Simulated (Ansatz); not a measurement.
# MgI2 monolayer (1T): phonons and vibrational spectra

Wanted: vibrations and spectra of MgI2 monolayer (1T); the cell is already relaxed. After the zone centre comes a 3×3×1 q mesh on a 6×6×1 k mesh.

Method: DFT PBE, scalar-relativistic, plane waves, PAW; PAW set soft_1, in Ansatz 0.2.0.

## (1) Starting point

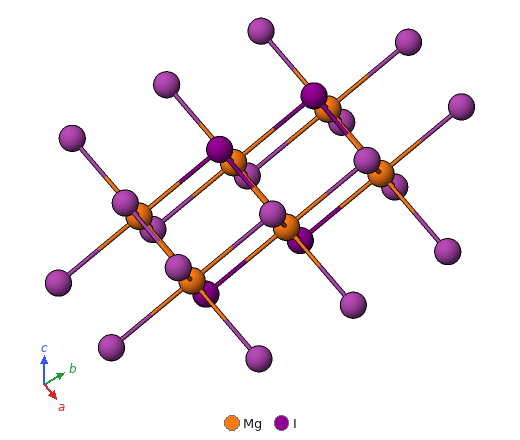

The starting structure, seen from a free direction (magnesium orange, iodine purple). 1×2×1 cells are drawn. Some periodic images of atoms are drawn too.

The cell holds 3 atoms: 1 Mg and 2 I. Cell: a = 4.206 Å, b = 4.206 Å, c = 30.400 Å, α = 90.0°, β = 90.0°, γ = 120.0°. It derives from MgI2. Vacuum lies along c.

## (2) Zone-centre response

The cell comes from relaxations at this level that are not shown. The zone centre comes first: it holds the modes that light can see, as far as symmetry allows. The response to a homogeneous field gives the Born charges and the dielectric tensor, and its change with displacement the Raman tensors.

The input, input.yaml:

```yaml
crystal:
  lattice:
    - [4.2063595851, 0.0, 0.0]
    - [-2.1031797926, 3.6428142582, 0.0]
    - [0.0, 0.0, 30.4]
  atoms:
    - { symbol: Mg, position: [0.0, 0.0, 0.3289473684] }
    - { symbol: I, position: [0.3333333333, 0.6666666667, 0.3839872941] }
    - { symbol: I, position: [0.6666666667, 0.3333333333, 0.2739074427] }
  periodic: [true, true, false]
kpoints:
  mp_grid: { grid: [6, 6, 1] }
hamiltonian:
  xc: pbe
  pseudopotentials: { kind: paw, azcp: { folder: soft_1 } }
scf:
  occupations: { method: fixed }
output:
  eigenvalues: true
phonons:
  method: dfpt
  dielectric: true
  raman: true
```

The run is started by

```sh
> ansatz run input.yaml --threads 4 --pin off --max-ram 16384MiB --backend cpu --events-out ev --progress --plain --runs-dir out
```

Numbers of over 12 decimals in the logs are rounded to 6 here.

The log of the run:

```text
Warning: phonons.dielectric: true without phonons.rigid_motions: the static dielectric tensor ε⁰ will be withheld (ε∞, Z* and the rows of modes are given); for a crystal or a slab, whose only rigid motions are the translations, set phonons.rigid_motions: translations
Warning: crystal.symmetry: narrowed to the stabiliser of the run's FFT grids — unitary ops 12 → 6. A phonons.method: dfpt run fills in the rows of the dynamical matrix that it does not solve by its symmetry operations, which is exact only for operations that map its FFT grids onto themselves: filled in by any other, the frequencies could depend on the order in which like atoms are typed, or, by more than the grids' own error, on where the crystal sits among the grids' points. Excluded: 6 operations. The run can therefore solve more perturbations, solve them on more k-points, or both, and cost more. [rest of the remark cut]
Engine: ansatz 0.2.0, aarch64-unknown-linux-gnu
Pseudopotentials: kind: paw
Pseudopotential: Mg, paw, valence charge 10, recommended cutoff 420 eV (normal), soft_1/Mg.paw.azcp
Pseudopotential: I, paw, valence charge 17, recommended cutoff 420 eV (normal), soft_1/I.paw.azcp
Functional definition: PBE
  parameter kappa = 0.804
  parameter beta = 0.066725
  exchange = pbe_x(kappa = kappa, mu = beta*pi^2/3)
  correlation = pbe_c(beta = beta)
Crystal: 3 atoms, lattice volume = 465.819 Å³
Basis set: ecut = 420 eV, 8975 PW (Γ), exchange–correlation on 60×60×432 points (8 copies of the dense FFT grid, shifted against one another)
Bands: 27, of which v1, the nominal top of the filled ones, is band 22 counted from 1 (21 counted from 0)
Symmetry: 12 space group operations
k-points: 13 of 36 (irreducible under 2 space group operations, time reversal used)
Non-local potential: Mg, projectors of the file, l = 0: 3, l = 1: 2, l = 2: 1
Non-local potential: I, projectors of the file, l = 0: 2, l = 1: 2, l = 2: 2, l = 3: 1
PAW form: soft (Blöchl's): semilocal exchange-correlation on the pseudo side does not see the compensation charge
PAW one-centre angular grid: Mg, 110 points (default); XC on 64 Gauss nodes
PAW one-centre angular grid: I, 590 points (default); XC on 64 Gauss nodes
Initial density: superposition of atomic densities (neutral atoms: chi_scale 0, normalization atom)
Initial wavefunctions: pseudopotential atomic-orbital guess
Functional: x = pbe(κ = 0.804, μ = 0.219515), c = pbe(β = 0.066725)
iter 1 solved again at ethr=1.39e-3 eV; its pass at ethr=3.10e-3 eV (dr2=6.14e-1 eV) is discarded
SCF iter   1: F=—  HF=-16953.175263 eV  |F-HF|=—  |Δ(HF+E_count)|=         —  Δρ=7.91e-3  dr2=6.04e-1  ethr=1.39e-3  ⟨swp⟩=2.2  Hψ=2392  notcnv=0  defer=36
preconditioner: auto → Resta (q_TF=auto, 1.841 Å⁻¹)  ε∞=1.4  [insulator: Δε(μ)=4.020 eV  Ē_g=10.370 eV  n_scr=58 (ndim 8)  ℏωp=6.9 eV  f_vac=0.757  ε∞_Penn≈1.4  vacuum switching on, ρ_ref=7.8e-3 e/Å³]
SCF iter   2: F=—  HF=-16953.029960 eV  |F-HF|=—  |Δ(HF+E_count)|=   1.45e-1  Δρ=3.73e-3  dr2=8.09e-2  ethr=1.37e-3  ⟨swp⟩=4.1  Hψ=616  notcnv=0  defer=36
SCF iter   3: F=—  HF=-16953.026885 eV  |F-HF|=—  |Δ(HF+E_count)|=   3.08e-3  Δρ=1.54e-3  dr2=2.21e-2  ethr=1.84e-4  ⟨swp⟩=5.3  Hψ=792  notcnv=0  defer=39
SCF iter   4: F=—  HF=-16953.024337 eV  |F-HF|=—  |Δ(HF+E_count)|=   2.55e-3  Δρ=5.37e-4  dr2=1.32e-3  ethr=5.01e-5  ⟨swp⟩=5.7  Hψ=708  notcnv=0  defer=38
SCF iter   5: F=—  HF=-16953.024578 eV  |F-HF|=—  |Δ(HF+E_count)|=   2.41e-4  Δρ=1.12e-4  dr2=3.28e-5  ethr=3.00e-6  ⟨swp⟩=3.7  Hψ=547  notcnv=0  defer=38
SCF iter   6: F=—  HF=-16953.024600 eV  |F-HF|=—  |Δ(HF+E_count)|=   2.25e-5  Δρ=2.04e-5  dr2=3.47e-6  ethr=7.44e-8  ⟨swp⟩=3.1  Hψ=540  notcnv=0  defer=38
SCF iter   7: F=—  HF=-16953.024531 eV  |F-HF|=—  |Δ(HF+E_count)|=   6.99e-5  Δρ=2.97e-6  dr2=3.73e-8  ethr=7.89e-9  ⟨swp⟩=3.8  Hψ=708  notcnv=0  defer=37
SCF iter   8: F=—  HF=-16953.024531 eV  |F-HF|=—  |Δ(HF+E_count)|=   4.42e-8  Δρ=3.44e-7  dr2=8.31e-10  ethr=8.47e-11  ⟨swp⟩=3.4  Hψ=637  notcnv=0  defer=37
SCF iter   9: F=-16953.024531 eV  HF=-16953.024531 eV  |F-HF|=2.91e-11  |Δ(HF+E_count)|=   1.22e-9  Δρ=3.36e-8  dr2=4.42e-12  ethr=1.00e-12  ⟨swp⟩=34.3  Hψ=4090  notcnv=0
SCF 1 converged in 9 iterations: F = -16953.024531 eV  dr2 = 4.42e-12
  greatest PAW one-centre occupation: 1.000 electrons in one spin orbital (limit 2), on the Mg atom at site 0 (counted from 0), in its partial waves of l = 0
DFPT response loops at Γ: preconditioner auto → none (the input reference at scf.mixing.eps_inf says where Resta's filter doesn't serve); β = 0.50; Broyden in place of MSR1
── the response to a field inside a basis, on 14×14×2 k-points: an SCF that follows is theirs, and a resumed run solves both again ──
Bands: 23, of which v1, the nominal top of the filled ones, is band 22 counted from 1 (21 counted from 0)
k-points: 105 of 392 (irreducible under 2 space group operations, time reversal used)
Initial density: handed on by an earlier stage of this run
Initial wavefunctions: pseudopotential atomic-orbital guess (no wavefunctions were taken with the density)
Eigensolver: Dense (105 Hₖ)
SCF iter   1: F=—  HF=-16953.005274 eV  |F-HF|=—  |Δ(HF+E_count)|=         —  Δρ=5.17e-5  dr2=5.24e-6  ethr=1.00e-1
preconditioner: auto → Resta (q_TF=auto, 1.841 Å⁻¹)  ε∞=1.7  [insulator: Δε(μ)=3.679 eV  Ē_g=8.179 eV  n_scr=58 (ndim 8)  ℏωp=6.9 eV  f_vac=0.760  ε∞_Penn≈1.7  vacuum switching on, ρ_ref=4.9e-3 e/Å³]
SCF iter   2: F=—  HF=-16953.005282 eV  |F-HF|=—  |Δ(HF+E_count)|=   8.37e-6  Δρ=2.62e-5  dr2=1.20e-6  ethr=1.19e-8
SCF iter   3: F=—  HF=-16953.005285 eV  |F-HF|=—  |Δ(HF+E_count)|=   3.21e-6  Δρ=5.61e-6  dr2=3.27e-7  ethr=2.73e-9
SCF iter   4: F=—  HF=-16953.005285 eV  |F-HF|=—  |Δ(HF+E_count)|=   2.65e-8  Δρ=1.26e-6  dr2=4.94e-9  ethr=7.43e-10
SCF iter   5: F=—  HF=-16953.005286 eV  |F-HF|=—  |Δ(HF+E_count)|=   1.37e-8  Δρ=1.57e-7  dr2=1.68e-10  ethr=1.12e-11
SCF iter   6: F=-16953.005286 eV  HF=-16953.005286 eV  |F-HF|=3.27e-11  |Δ(HF+E_count)|=  8.73e-11  Δρ=4.75e-8  dr2=6.74e-12  ethr=1.00e-12
SCF 1 converged in 6 iterations: F = -16953.005286 eV  dr2 = 6.74e-12
DFPT response loops at Γ: mixed as the last ones told, above
DFPT response loops at Γ: mixed as the last ones told, above
SCF converged after 9 iterations
Free energy (F): -16953.024531 eV
Harris-Foulkes:  -16953.024531 eV  (|F-HF|=2.91e-11)
Internal energy: -16953.024531 eV  (E = F + TS)
E sigma→0 (E₀):  -16953.024531 eV
Fermi energy:    -6.470459 eV
--- Per-component energies (eV) ---
  E_band       = -1617.274186
  E_kinetic    = 388.383347
  E_local      = -72432.347049  (includes V_loc(G=0)·N_el)
  E_nonlocal   = 426.672427
  E_hartree    = 35480.408840
  E_xc         = -242.153675
  E_vxc        = -256.038118  (∫ρ·V_xc dr)
  E_paw        = -9870.546319  (= ΣΔE_a)
  E_vpaw       = -704.757514  (= ΣTr[D̂ρ^β])
  E_aug_tail   = -0.005102  (compensation charges beyond the density's cutoff)
  E_ewald      = 29296.563001
  E_smearing   = -0.000000  (= −TS)
  E_closure    = 0.000000  (closes the sum)
  Σ components = -16953.024531   (vs F -16953.024531, Δ=0.00e0)
--- Band table (eV; the first three rows and the last of 13) ---
  k-point 0: bands = [... 18 lower, -6.7389, -6.7389, -6.4705, -6.4705, -2.4810, -1.5637 (-1.5637°), -0.3939 (-0.3994°), -0.3358, ... 1 higher]
  k-point 1: bands = [... 18 lower, -7.1918, -7.0170, -6.9119, -6.5428, -1.8488, -0.9821 (-0.9822°), -0.3129 (-0.3136°), -0.2861, ... 1 higher]
  k-point 2: bands = [... 18 lower, -7.8503, -7.4194, -6.9598, -6.7633, -2.3948, -0.9374, -0.3761 (-0.3761°), 0.5103, ... 1 higher]
  k-point 12: bands = [... 18 lower, -8.1770, -7.7647, -7.2572, -6.9491, -2.1796, -0.3379, 0.0331, 0.2676, ... 1 higher]
  ° read free of the cell's end (the report's vacuum.weakly_bound_levels)
--- Phonons (Γ-DFPT): 6 representative perturbations + reference, on 13 of 36 k-points (Σ response iterations 27) ---
  ASR residual: 1.198e-5 → 0.000e0 eV/Å²; symmetrization residual: 9.625e-6 eV/Å²
  The last average, over the group as it would stand without the narrowing to the FFT grids, took up to 7.156e-6 eV/Å² of the zone centre's force constants
  ASR residual per site (eV/Å²): 1.20e-5 6.50e-6 9.09e-6
  Γ frequencies (cm⁻¹): 0.00 0.00 0.00 58.49 58.49 100.75 160.56 160.56 277.49
  ε∞ (high-frequency dielectric tensor):
        1.761940    -0.000000     0.000000
       -0.000000     1.761940    -0.000000
        0.000000    -0.000000     1.170534
  α∞ (the layer's polarisability for a field applied outside it; Å, Gaussian; ε∞ is over the cell's 30.400 Å):
        1.843250    -0.000000     0.000000
       -0.000000     1.843250    -0.000000
        0.000000    -0.000000     0.412549
  ε⁰ (static dielectric tensor): not given — the deck does not say what the cell's rigid motions are, and on a molecule in a box or a wire the rigid rotations would enter the sum over the modes at Γ. For a crystal or a slab, whose only rigid motions are the translations, set phonons.rigid_motions: translations.
  Born effective charges Z* (e; rows j = field, columns β = displacement):
    site 0:
         2.52932   -0.00000    0.00000
        -0.00000    2.52932   -0.00000
         0.00000   -0.00000    0.41233
    site 1:
        -1.26466    0.00000   -0.00000
         0.00000   -1.26466    0.00000
        -0.00000    0.00000   -0.20617
    site 2:
        -1.26466    0.00000   -0.00000
         0.00000   -1.26466    0.00000
        -0.00000    0.00000   -0.20617
  Z* charge neutrality: 2.123e-3 e pre-enforcement
  solved inside a basis spanned on kpoints, on 14×14×2 k-points: ε∞ is read to err by 4.7e-3, Z* by 1.9e-2 e (field_mesh: kpoints solves on kpoints); Z* is corrected for what the basis lacks
  Raman tensors (in the event stream and the table raman_tensors.tsv): an entry may err by 1.3e-1 Å², one of the second-order susceptibility by 6.2e-21 pm/V (basis, points and sum rule); their sum over the sites missed zero by 2.220e-16 Å² ahead of its enforcement
  optical modes at Γ without the LO–TO term, one row a degenerate level:
      ω (cm⁻¹)  modes    IR ((D/Å)²/amu)  static Raman (Å⁴/amu)  depolarisation
         58.49      2             0.0000                 0.1920           0.750
        100.75      1             0.0000                 8.6784           0.065
        160.56      2            13.3082                 0.0000               —
        277.49      1             0.1768                 0.0000               —
```

The job ended after 16 min (4 threads of Arm Neoverse V1, shared host; peak memory 4.1 GiB).

This step gave:

```yaml
gap_on_the_k_mesh: 3.657 eV
sum_rule_residual_before_enforcement: 1.20e-5 eV/Å²
miss_of_the_charge_sum_rule: 0.002123 e
estimated_error_of_the_dielectric_tensor: 0.004691
estimated_error_of_the_born_charges: 0.01891 e
point_group: -3m
area_per_atom: 5.108 Å²
highest_optical_mode_at_the_zone_centre_no_lo_to_term: 277.5 cm⁻¹
lowest_optical_zone_centre_mode: 58.49 cm⁻¹
largest_born_charge_third_of_the_trace: 1.824 e
```

Without the LO-TO term. Patterns of degenerate modes are one choice out of their space. Modes at Γ, with each element's share of the kinetic energy:

```tsv
mode	frequency (cm⁻¹)	symmetry	Mg %	I %
1	0.0	acoustic	9	91
2	0.0	acoustic	9	91
3	0.0	acoustic	9	91
4	58.5	Eg	0	100
5	58.5	Eg	0	100
6	100.8	A1g	0	100
7	160.6	Eu	91	9
8	160.6	Eu	91	9
9	277.5	A2u	91	9
```

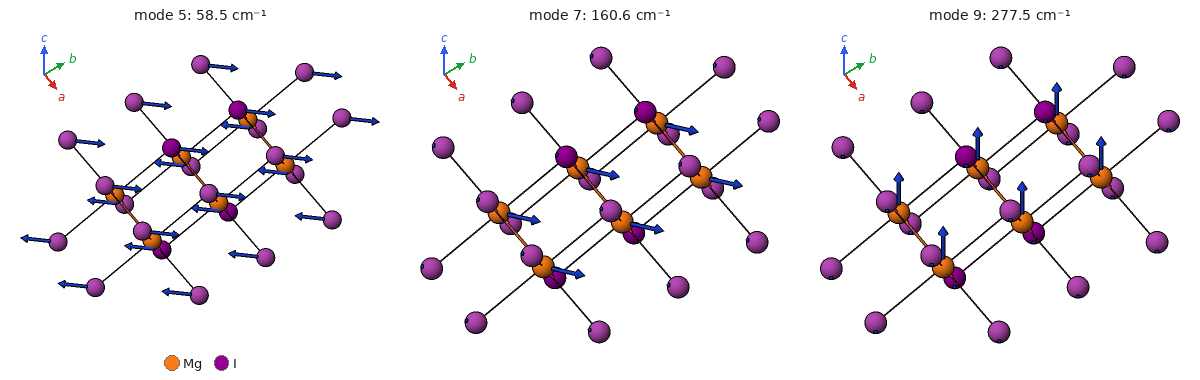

Displacement patterns of modes 5, 7 and 9 at Γ; arrows are exaggerated. 1×2×1 cells are drawn. Some periodic images of atoms are drawn too.

High-frequency dielectric tensor, averaged over the cell of height 30.4 Å or as lengthened by the program, vacuum included. Tensor:

```tsv
	x	y	z
x	1.762	0	0
y	0	1.762	0
z	0	0	1.171
```

Born charge (rows field, columns displacement) (e), principal values of the symmetric part by kind of site:

```tsv
atom	atoms with these values	low	middle	high	mean
Mg1	1	0.41	2.53	2.53	1.82
I2	2	-1.26	-1.26	-0.21	-0.91
```

In full for Mg1:

```
2.53 0.00 0.00
0.00 2.53 0.00
0.00 0.00 0.41
```

Transverse modes. Lines of the infrared spectrum (strongest = 100):

```tsv
position (cm⁻¹)	label	relative intensity
58	Eg	0.0
101	A1g	0.0
161	Eu	100
278	A2u	1.3
```

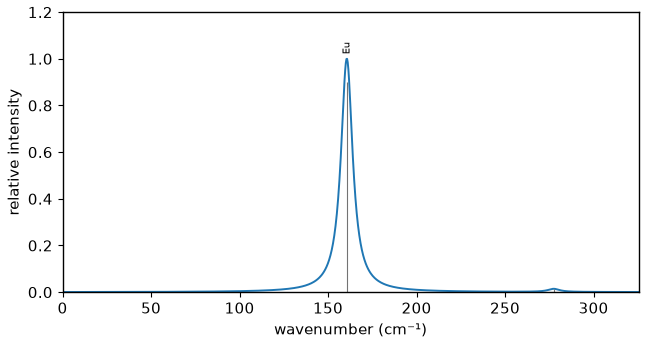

The infrared spectrum, broadened with Lorentzians of width 8 cm⁻¹; bars mark the lines.

Activity x (w_L - w)^4 (n + 1)/w, 532 nm, 300 K. Raman lines, with heights relative to the strongest:

```tsv
position (cm⁻¹)	label	relative intensity
58	Eg	6.0
101	A1g	100
161	Eu	0.0
278	A2u	0.0
```

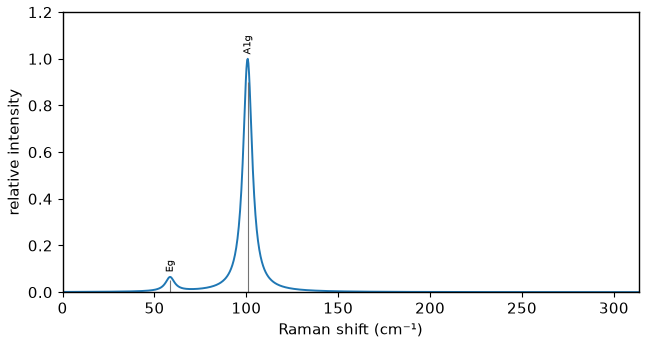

The Raman spectrum, broadened with Lorentzians of width 6 cm⁻¹; bars mark the lines.

Before it was imposed, the acoustic sum rule was missed by 1.2e-5 eV/Å² and the charge sum rule by 0.0021 e. Small misses are needed for a sound result but don't prove that mesh and cutoff are converged. The lowest optical mode is real, 58.5 cm⁻¹.

(Part 1 of 2 ends here.)

[Logs are printed without paths, hosts, clocks, repeated set-up lines and the standing remarks that a program may print on its own settings, such as how far it seeks lower states.]

[Hosts, paths, dates, database ids (printed as entryN), source tags and the programs' standing remarks are cut or masked in the printed files.]
